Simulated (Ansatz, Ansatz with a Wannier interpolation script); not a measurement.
**Settings in Wannier-interpolated G0W0: WS2 (Tungstenite)**

How do the Wannier model and the GW settings move the interpolated bands of WS2 (Tungstenite)?

Main program and level: Ansatz 0.2.0; maximally localised Wannier functions, LDA, plane waves, PAW.

The database entry behind the starting cell differs from later determinations by our own check (an axis about 1.4 % long against later determinations), so it need not match the best structure at ambient conditions.

### Step 1. Starting point

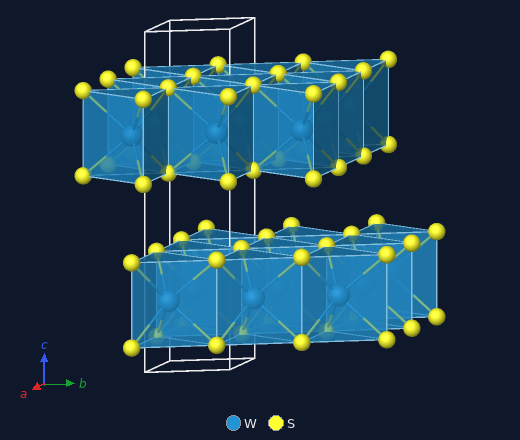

Start, viewed slightly off an axis; tungsten blue, sulfur yellow. 3×3×1 cells are drawn. Some periodic images of atoms are drawn too.

Coordinates:

```cif
data_structure
_symmetry_space_group_name_H-M 'P 1'
_symmetry_Int_Tables_number 1
_cell_length_a 3.1800
_cell_length_b 3.1800
_cell_length_c 12.5000
_cell_angle_alpha 90.000
_cell_angle_beta 90.000
_cell_angle_gamma 120.000
_cell_volume 109.47
loop_
_atom_site_label
_atom_site_type_symbol
_atom_site_fract_x
_atom_site_fract_y
_atom_site_fract_z
_atom_site_occupancy
W1 W 0.33333 0.66667 0.25000 1
W2 W 0.66667 0.33333 0.75000 1
S3 S 0.33333 0.66667 0.62500 1
S4 S 0.66667 0.33333 0.12500 1
S5 S 0.33333 0.66667 0.87500 1
S6 S 0.66667 0.33333 0.37500 1
```

The cell and positions come from the Crystallography Open Database and are kept as given unless a step says otherwise. Spin-orbit coupling is left out unless a step names it. The default PAW set here is soft_2. Its files were made with PBE.

### Step 2. Wannier model on 12×12×4

Localised functions give a small Hamiltonian that interpolates between mesh points at no cost.

Input file input.yaml:

```yaml
crystal:
  lattice:
    - [3.18, 0.0, 0.0]
    - [-1.59, 2.753960784, 0.0]
    - [0.0, 0.0, 12.5]
  atoms:
    - { symbol: W, position: [0.3333333333, 0.6666666667, 0.25] }
    - { symbol: W, position: [0.6666666667, 0.3333333333, 0.75] }
    - { symbol: S, position: [0.3333333333, 0.6666666667, 0.625] }
    - { symbol: S, position: [0.6666666667, 0.3333333333, 0.125] }
    - { symbol: S, position: [0.3333333333, 0.6666666667, 0.875] }
    - { symbol: S, position: [0.6666666667, 0.3333333333, 0.375] }
kpoints:
  mp_grid: { grid: [6, 6, 2] }
hamiltonian:
  xc: lda
scf:
  occupations: { method: fixed }
  n_extra_bands: 58
output:
  wannier:
    kmesh: [12, 12, 4]
    projections: [{ species: S, l: p, shell: 3 }, { species: W, l: d, shell: 5 }]
    minimise: true
    write_hr: true
    seedname: w
    conv_tol: 1.0e-07
    max_iter: 4000
    disentanglement:
      window: [3.36, 16.92]
      frozen_window: [3.36, 13.26]
      conv_tol: 1.0e-08
```

On the command line:

```console
ansatz run input.yaml --threads 3 --pin off --max-ram 64512MiB --backend cuda --events-out ev --progress --plain --runs-dir out --devices 1 --max-vram 24GiB  # rebuilt from the run's record
```

Numbers of over 12 decimals in the logs are rounded to 6 here.

The log of the run:

```text
scf.n_extra_bands = 58 over 26 filled bands (N_el = 52.0): the run solves 84 bands
GPUs: using 1 of 1 available (devices: 1).
Engine: ansatz 0.2.0, x86_64-unknown-linux-gnu
Pseudopotentials: kind: paw
Pseudopotential: W, paw, valence charge 14, recommended cutoff 420 eV (normal), W.paw.azcp
Pseudopotential: S, paw, valence charge 6, recommended cutoff 420 eV (normal), S.paw.azcp
Functional definition: SPW92
  exchange = slater_x
  correlation = pw_c
device memory: the entry about to start is reckoned to put 3.5 GiB on a device that reports 69.7 GiB free (of which the cap on the GPU budget leaves the run 24.0 GiB)
GPU FFT provider: cuFFT
GPU libraries: cuBLAS 13.8.2, cuFFT 12.4.0, cuSOLVER 12.3.4
Crystal: 6 atoms, lattice volume = 109.470 Å³
Basis set: ecut = 420 eV, 2129 PW (Γ)
Bands: 84, of which v1, the nominal top of the filled ones, is band 26 counted from 1 (25 counted from 0)
Symmetry: 24 space group operations
Space group: P63/mmc (ITA 194), of the structure as read, at distance tolerance 4.8e-5 Å
k-points: 14 of 72
Non-local potential: W, projectors of the file, l = 0: 3, l = 1: 2, l = 2: 2, l = 3: 1
Non-local potential: S, projectors of the file, l = 0: 2, l = 1: 2, l = 2: 2
PAW form: soft (Blöchl's): semilocal exchange-correlation on the pseudo side does not see the compensation charge
PAW frozen core: W, regenerated for the run's functional, and the local potential with it (the file was generated under x = pbe(κ = 0.804, μ = 0.219515), c = pbe(β = 0.066725))
PAW frozen core: S, regenerated for the run's functional, and the local potential with it (the file was generated under x = pbe(κ = 0.804, μ = 0.219515), c = pbe(β = 0.066725))
PAW one-centre angular grid: W, 590 points (default); XC on 64 Gauss nodes
PAW one-centre angular grid: S, 110 points (default); XC on 64 Gauss nodes
Initial density: superposition of atomic densities (neutral atoms: chi_scale 0, normalization atom), corrected by the library's trained network
Initial wavefunctions: pseudopotential atomic-orbital guess
GPU buffer pool allocated for 51840 grid points (all kernels)
GPU transforms: local potential and band sums: pruned to the plane-wave sphere, on 24×24×90
Functional: x = slater, c = lda
SCF iter   1: F=—  HF=-23743.320872 eV  |F-HF|=—  |Δ(HF+E_count)|=         —  Δρ=9.82e-3  dr2=1.72e-1  ethr=1.77e-3  ⟨swp⟩=4.8  Hψ=4288  notcnv=0  defer=766
preconditioner: auto → Resta (q_TF=auto, 2.410 Å⁻¹)  ε∞=2.0  [insulator: Δε(μ)=0.971 eV  Ē_g=21.758 eV  n_scr=26 (ndim 8)  ℏωp=21.3 eV  f_vac=0.025  ε∞_Penn≈2.0]
SCF iter   2: F=—  HF=-23743.309066 eV  |F-HF|=—  |Δ(HF+E_count)|=   1.18e-2  Δρ=6.22e-3  dr2=1.10e-1  ethr=3.32e-4  ⟨swp⟩=2.0  Hψ=1396  notcnv=0  defer=776
SCF iter   3: F=—  HF=-23743.292216 eV  |F-HF|=—  |Δ(HF+E_count)|=   1.68e-2  Δρ=3.05e-3  dr2=4.60e-3  ethr=2.11e-4  ⟨swp⟩=2.0  Hψ=591  notcnv=0  defer=780
SCF iter   4: F=—  HF=-23743.292170 eV  |F-HF|=—  |Δ(HF+E_count)|=   4.59e-5  Δρ=3.33e-4  dr2=2.39e-4  ethr=8.84e-6  ⟨swp⟩=2.1  Hψ=675  notcnv=0  defer=782
SCF iter   5: F=—  HF=-23743.292112 eV  |F-HF|=—  |Δ(HF+E_count)|=   5.77e-5  Δρ=6.59e-5  dr2=5.36e-6  ethr=4.59e-7  ⟨swp⟩=2.0  Hψ=641  notcnv=0  defer=704
SCF iter   6: F=—  HF=-23743.292172 eV  |F-HF|=—  |Δ(HF+E_count)|=   5.98e-5  Δρ=1.29e-5  dr2=5.35e-7  ethr=1.03e-8  ⟨swp⟩=1.9  Hψ=806  notcnv=0  defer=704
SCF iter   7: F=-23743.292172 eV  HF=-23743.292172 eV  |F-HF|=2.45e-8  |Δ(HF+E_count)|=   5.87e-8  Δρ=3.31e-6  dr2=3.09e-8  ethr=1.92e-10  ⟨swp⟩=12.1  Hψ=8371  notcnv=0
SCF 1 converged in 7 iterations: F = -23743.292172 eV  dr2 = 3.09e-8
[...]
device memory: the entry about to start is reckoned to put 4.3 GiB (of the 4.4 GiB reckoned in all, the device holds 0.1 GiB already) on a device that reports 68.8 GiB free (of which the cap on the GPU budget leaves the run 24.0 GiB)
NSCF: frozen V_eff on 14 k-points
[...]
device memory: the entry about to start is reckoned to put 6.0 GiB on a device that reports 68.9 GiB free (of which the cap on the GPU budget leaves the run 24.0 GiB)
NSCF: frozen V_eff on 61 k-points, pencils in batches of 32, up to order 336
the Wannier pass solved 61 of the 576 points of its mesh, and has the states at the others by symmetry: states obtained by the crystal's operations at points that were solved too leave a residual of 3.17e-13 eV (read by the count's bands and the next), within 6.67e-6 eV
SCF converged after 7 iterations
Free energy (F): -23743.292172 eV
Harris-Foulkes:  -23743.292172 eV  (|F-HF|=2.45e-8)
Internal energy: -23743.292172 eV  (E = F + TS)
E sigma→0 (E₀):  -23743.292172 eV
Fermi energy:    10.993307 eV
--- Per-component energies (eV) ---
  E_band       = -408.584810
  E_kinetic    = 1333.479677
  E_local      = -3659.680708  (includes V_loc(G=0)·N_el)
  E_nonlocal   = 130.256795
  E_hartree    = 1450.614398
  E_xc         = -916.853572
  E_vxc        = -831.070788  (∫ρ·V_xc dr)
  E_paw        = -18894.524613  (= ΣΔE_a)
  E_vpaw       = -282.789123  (= ΣTr[D̂ρ^β])
  E_aug_tail   = -0.000129  (compensation charges beyond the density's cutoff)
  E_ewald      = -3187.763116
  E_core_change = 1.179096  (= ΣΔE_core)
  E_smearing   = -0.000000  (= −TS)
  E_closure    = -0.000000  (closes the sum)
  Σ components = -23743.292172   (vs F -23743.292172, Δ=0.00e0)
--- Band table (eV; the first three rows and the last of 14) ---
  k-point 0: bands = [... 22 lower, 8.7348, 9.4764, 9.8464, 10.9933, 13.2212, 13.2212, 13.2289, 13.2289, ... 54 higher]
  k-point 1: bands = [... 22 lower, 8.7135, 8.7135, 10.6876, 10.6876, 13.2184, 13.2184, 13.2184, 13.2184, ... 54 higher]
  k-point 2: bands = [... 22 lower, 8.6997, 9.5679, 9.7864, 10.1795, 12.5158, 12.9785, 13.0374, 13.1763, ... 54 higher]
  k-point 13: bands = [... 22 lower, 7.9975, 7.9975, 10.3103, 10.3103, 12.1221, 12.1221, 13.5523, 13.5523, ... 54 higher]
Wannier search: line search 1 of at most 4000: gauge-dependent spread (as the search counts it) 3.2003265 Å², largest recent change 7.8e-1 Å² and fall left 2.9e-4 Å² against conv_tol 1.0e-7 Å², 0 stops escaped
```

The job ended after 43 s (1 × NVIDIA H100 80GB HBM3 (shared by 3 runs) with 3 threads of AMD EPYC 7R13 (Zen 3), shared host; peak memory 1.6 GiB).

Numbers from this step:

- gauge-invariant spread: 41.28 Å²
- diagonal spread: 0.09039 Å²
- off-diagonal spread: 3.075 Å²
- total spread: 44.44 Å²
- least projectability: 0.4470
- localisation steps: 36
- disentanglement steps: 57
- r.m.s. interpolation error: 4.14e-4 eV
- r.m.s. error near the gap: 5.80e-4 eV

Near the gap the model misses directly solved bands by 0.6 meV r.m.s. and by 4 meV at most in the window tested. This tests the starting bands, not the corrections carried with them.

### Step 3. Wannier model on 6×6×2

input.yaml: that of step 2 with these lines changed.

```diff
@@ -21,3 +21,3 @@
   wannier:
-    kmesh: [12, 12, 4]
+    kmesh: [6, 6, 2]
     projections: [{ species: S, l: p, shell: 3 }, { species: W, l: d, shell: 5 }]
```

The log of the run:

```text
[...]
GPUs: using 1 of 1 available (devices: 1).
[...]
GPU FFT provider: cuFFT
GPU libraries: cuBLAS 13.8.2, cuFFT 12.4.0, cuSOLVER 12.3.4
Crystal: 6 atoms, lattice volume = 109.470 Å³
Basis set: ecut = 420 eV, 2129 PW (Γ)
Bands: 84, of which v1, the nominal top of the filled ones, is band 26 counted from 1 (25 counted from 0)
Symmetry: 24 space group operations
[...]
k-points: 14 of 72
[...]
GPU buffer pool allocated for 51840 grid points (all kernels)
[...]
SCF iter   1: F=—  HF=-23743.320872 eV  |F-HF|=—  |Δ(HF+E_count)|=         —  Δρ=9.82e-3  dr2=1.72e-1  ethr=1.77e-3  ⟨swp⟩=4.8  Hψ=4288  notcnv=0  defer=766
[...]
SCF iter   7: F=-23743.292172 eV  HF=-23743.292172 eV  |F-HF|=2.45e-8  |Δ(HF+E_count)|=   5.87e-8  Δρ=3.31e-6  dr2=3.09e-8  ethr=1.92e-10  ⟨swp⟩=12.1  Hψ=8371  notcnv=0
SCF 1 converged in 7 iterations: F = -23743.292172 eV  dr2 = 3.09e-8
[...]
NSCF: frozen V_eff on 14 k-points
[...]
SCF converged after 7 iterations
Free energy (F): -23743.292172 eV
[...]
Internal energy: -23743.292172 eV  (E = F + TS)
E sigma→0 (E₀):  -23743.292172 eV
Fermi energy:    10.993307 eV
[...]
--- Band table (eV; the first three rows and the last of 14) ---
  k-point 0: bands = [... 22 lower, 8.7348, 9.4764, 9.8464, 10.9933, 13.2212, 13.2212, 13.2289, 13.2289, ... 54 higher]
  k-point 1: bands = [... 22 lower, 8.7135, 8.7135, 10.6876, 10.6876, 13.2184, 13.2184, 13.2184, 13.2184, ... 54 higher]
  k-point 2: bands = [... 22 lower, 8.6997, 9.5679, 9.7864, 10.1795, 12.5158, 12.9785, 13.0374, 13.1763, ... 54 higher]
  k-point 13: bands = [... 22 lower, 7.9975, 7.9975, 10.3103, 10.3103, 12.1221, 12.1221, 13.5523, 13.5523, ... 54 higher]
[...]
WARN: <dir> 168 periodic images of 168 elements of H(R) lie 4.88e-4 to 1.95e-3 Å beyond their element's nearest image, near the 9.77e-4 Å window within which an element is shared among its images; whether they share it moves the interpolated H(k) by 4.2e-3 eV (Frobenius norm, root mean square over the Brillouin zone); at the model's own mesh points H(k) does not change
```

The job ended after 8.3 s (1 × NVIDIA H100 80GB HBM3 (shared by 3 runs) with 3 threads; peak memory 1 GiB; 11 s of CPU time).

Numbers from this step:

| Quantity | Value |
| --- | --- |
| gauge-invariant spread | 38.16 Å² |
| diagonal spread | 0.08162 Å² |
| off-diagonal spread | 3.201 Å² |
| total spread | 41.45 Å² |
| least projectability | 0.4487 |
| localisation steps | 62 |
| disentanglement steps | 22 |
| r.m.s. interpolation error | 0.008823 eV |
| r.m.s. error near the gap | 0.01209 eV |

Near the gap the model misses directly solved bands by 12.1 meV r.m.s. and by 75 meV at most in the window tested. This tests the starting bands, not the corrections carried with them.

Frozen up to 2.27 eV; above it the model need not follow the bands. Electronic bands along the path, in eV, zero at the valence-band top; v1 is the highest filled band, c1 the lowest empty one:

| point | v4 | v3 | v2 | v1 | c1 | c2 | c3 | c4 |
| --- | --- | --- | --- | --- | --- | --- | --- | --- |
| Γ | -2.26 | -1.52 | -1.15 | 0.00 | 2.23 | 2.23 | 2.24 | 2.24 |
| M | -1.97 | -1.81 | -1.65 | -1.50 | 2.15 | 2.19 | 2.51 | 2.73 |
| K | -2.86 | -2.86 | -0.76 | -0.59 | 1.13 | 1.13 | 2.07 | 3.21 |
| Γ | -2.26 | -1.52 | -1.15 | 0.00 | 2.23 | 2.23 | 2.24 | 2.24 |
| A | -2.28 | -2.28 | -0.31 | -0.31 | 2.23 | 2.23 | 2.23 | 2.23 |
| L | -1.89 | -1.89 | -1.56 | -1.56 | 2.17 | 2.17 | 2.64 | 2.64 |
| H | -3.00 | -3.00 | -0.68 | -0.68 | 1.13 | 1.13 | 2.56 | 2.56 |
| A | -2.28 | -2.28 | -0.31 | -0.31 | 2.23 | 2.23 | 2.23 | 2.23 |
| jump to L | -1.89 | -1.89 | -1.56 | -1.56 | 2.17 | 2.17 | 2.64 | 2.64 |
| M | -1.97 | -1.81 | -1.65 | -1.50 | 2.15 | 2.19 | 2.51 | 2.73 |
| jump to H | -3.00 | -3.00 | -0.68 | -0.68 | 1.13 | 1.13 | 2.56 | 2.56 |
| K | -2.86 | -2.86 | -0.76 | -0.59 | 1.13 | 1.13 | 2.07 | 3.21 |

The same for Kohn-Sham, solved directly:

| point | v4 | v3 | v2 | v1 | c1 | c2 | c3 | c4 |
| --- | --- | --- | --- | --- | --- | --- | --- | --- |
| Γ | -2.26 | -1.52 | -1.15 | 0.00 | 2.23 | 2.23 | 2.24 | 2.24 |
| M | -1.97 | -1.81 | -1.65 | -1.50 | 2.15 | 2.19 | 2.49 | 2.73 |
| K | -2.86 | -2.86 | -0.76 | -0.59 | 1.13 | 1.13 | 2.07 | 3.21 |
| Γ | -2.26 | -1.52 | -1.15 | 0.00 | 2.23 | 2.23 | 2.24 | 2.24 |
| A | -2.28 | -2.28 | -0.31 | -0.31 | 2.23 | 2.23 | 2.23 | 2.23 |
| L | -1.89 | -1.89 | -1.56 | -1.56 | 2.17 | 2.17 | 2.63 | 2.63 |
| H | -3.00 | -3.00 | -0.68 | -0.68 | 1.13 | 1.13 | 2.56 | 2.56 |
| A | -2.28 | -2.28 | -0.31 | -0.31 | 2.23 | 2.23 | 2.23 | 2.23 |
| L | -1.89 | -1.89 | -1.56 | -1.56 | 2.17 | 2.17 | 2.63 | 2.63 |
| M | -1.97 | -1.81 | -1.65 | -1.50 | 2.15 | 2.19 | 2.49 | 2.73 |
| H | -3.00 | -3.00 | -0.68 | -0.68 | 1.13 | 1.13 | 2.56 | 2.56 |
| K | -2.86 | -2.86 | -0.76 | -0.59 | 1.13 | 1.13 | 2.07 | 3.21 |

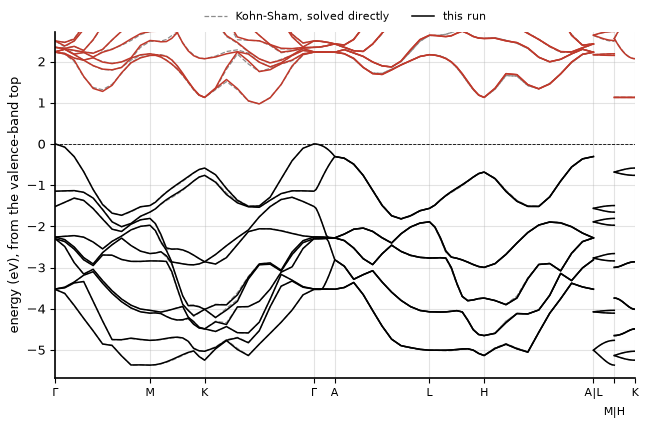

Electronic bands along the path; lines of filled and empty bands in two colours; dashed: Kohn-Sham, solved directly.

### Step 4. A faulty Wannier input

input.yaml: that of step 3 with these lines changed.

```diff
@@ -28,5 +28,2 @@
     max_iter: 4000
-    disentanglement:
-      window: [3.36, 16.92]
-      frozen_window: [3.36, 13.26]
-      conv_tol: 1.0e-08
+    disentanglement: { window: [3.36, 16.92] }
```

The log of the run:

```text
[...]
GPUs: using 1 of 1 available (devices: 1).
[...]
GPU FFT provider: cuFFT
GPU libraries: cuBLAS 13.8.2, cuFFT 12.4.0, cuSOLVER 12.3.4
Crystal: 6 atoms, lattice volume = 109.470 Å³
Basis set: ecut = 420 eV, 2129 PW (Γ)
Bands: 84, of which v1, the nominal top of the filled ones, is band 26 counted from 1 (25 counted from 0)
Symmetry: 24 space group operations
[...]
k-points: 14 of 72
[...]
GPU buffer pool allocated for 51840 grid points (all kernels)
[...]
SCF iter   1: F=—  HF=-23743.320872 eV  |F-HF|=—  |Δ(HF+E_count)|=         —  Δρ=9.82e-3  dr2=1.72e-1  ethr=1.77e-3  ⟨swp⟩=4.8  Hψ=4288  notcnv=0  defer=766
[...]
SCF iter   7: F=-23743.292172 eV  HF=-23743.292172 eV  |F-HF|=2.45e-8  |Δ(HF+E_count)|=   5.87e-8  Δρ=3.31e-6  dr2=3.09e-8  ethr=1.92e-10  ⟨swp⟩=12.1  Hψ=8371  notcnv=0
SCF 1 converged in 7 iterations: F = -23743.292172 eV  dr2 = 3.09e-8
[...]
SCF converged after 7 iterations
Free energy (F): -23743.292172 eV
[...]
Internal energy: -23743.292172 eV  (E = F + TS)
E sigma→0 (E₀):  -23743.292172 eV
Fermi energy:    10.993307 eV
[...]
--- Band table (eV; the first three rows and the last of 14) ---
  k-point 0: bands = [... 22 lower, 8.7348, 9.4764, 9.8464, 10.9933, 13.2212, 13.2212, 13.2289, 13.2289, ... 54 higher]
  k-point 1: bands = [... 22 lower, 8.7135, 8.7135, 10.6876, 10.6876, 13.2184, 13.2184, 13.2184, 13.2184, ... 54 higher]
  k-point 2: bands = [... 22 lower, 8.6997, 9.5679, 9.7864, 10.1795, 12.5158, 12.9785, 13.0374, 13.1763, ... 54 higher]
  k-point 13: bands = [... 22 lower, 7.9975, 7.9975, 10.3103, 10.3103, 12.1221, 12.1221, 13.5523, 13.5523, ... 54 higher]
[...]
```

The job ended after 8.1 s (1 × NVIDIA H100 80GB HBM3 (shared by 3 runs) with 3 threads; peak memory 1 GiB; 12 s of CPU time).

This step gave:

```
gauge-invariant spread     : 37.85 Å²
diagonal spread            : 0.06722 Å²
off-diagonal spread        : 3.036 Å²
total spread               : 40.96 Å²
least projectability       : 0.4487
localisation steps         : 51
disentanglement steps      : 50
r.m.s. interpolation error : 0.02060 eV
r.m.s. error near the gap  : 0.01495 eV
```

No frozen window. The electronic bands at the labelled points (eV, zero at the valence-band top; v1 is the highest filled band, c1 the lowest empty one):

| point | v4 | v3 | v2 | v1 | c1 | c2 | c3 | c4 |
| --- | --- | --- | --- | --- | --- | --- | --- | --- |
| Γ | -2.26 | -1.52 | -1.15 | 0.02 | 2.23 | 2.23 | 2.24 | 2.24 |
| M | -1.97 | -1.81 | -1.65 | -1.50 | 2.15 | 2.19 | 2.56 | 2.73 |
| K | -2.86 | -2.86 | -0.76 | -0.59 | 1.13 | 1.13 | 2.07 | 3.21 |
| Γ | -2.26 | -1.52 | -1.15 | 0.02 | 2.23 | 2.23 | 2.24 | 2.24 |
| A | -2.28 | -2.28 | -0.30 | -0.30 | 2.23 | 2.23 | 2.23 | 2.23 |
| L | -1.89 | -1.89 | -1.56 | -1.56 | 2.17 | 2.17 | 2.65 | 2.65 |
| H | -3.00 | -3.00 | -0.68 | -0.68 | 1.13 | 1.13 | 2.56 | 2.56 |
| A | -2.28 | -2.28 | -0.30 | -0.30 | 2.23 | 2.23 | 2.23 | 2.23 |
| jump to L | -1.89 | -1.89 | -1.56 | -1.56 | 2.17 | 2.17 | 2.65 | 2.65 |
| M | -1.97 | -1.81 | -1.65 | -1.50 | 2.15 | 2.19 | 2.56 | 2.73 |
| jump to H | -3.00 | -3.00 | -0.68 | -0.68 | 1.13 | 1.13 | 2.56 | 2.56 |
| K | -2.86 | -2.86 | -0.76 | -0.59 | 1.13 | 1.13 | 2.07 | 3.21 |

The same for Kohn-Sham, solved directly:

(Unchanged from step 3.)

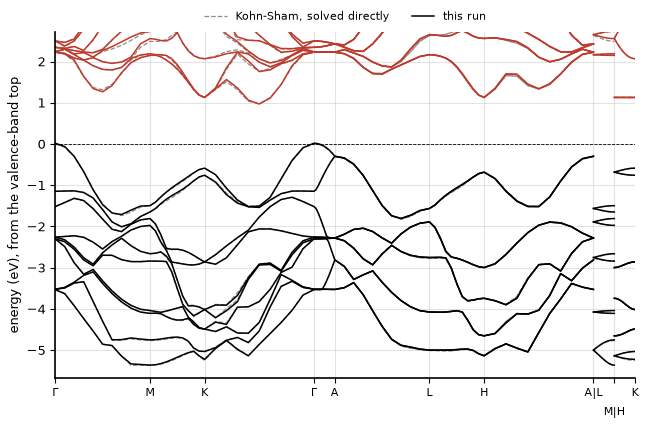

Electronic bands along the path; lines of filled and empty bands in two colours; dashed: Kohn-Sham, solved directly.

The fault put into this input: nothing frozen.

[end of part 1 of 2]

[Paths, hosts, dates, memory and timing lines, banners, echoed tables and standing remarks are left out of the program output.]

[Logs are printed without paths, hosts, clocks, repeated set-up lines and the standing remarks that a program may print on its own settings, such as how far it seeks lower states.]

[Runs of the session that timed out or met a known fault of the program may be left out.]

[Hosts, paths, dates, database ids (printed as entryN), source tags and the programs' standing remarks are cut or masked in the printed files.]
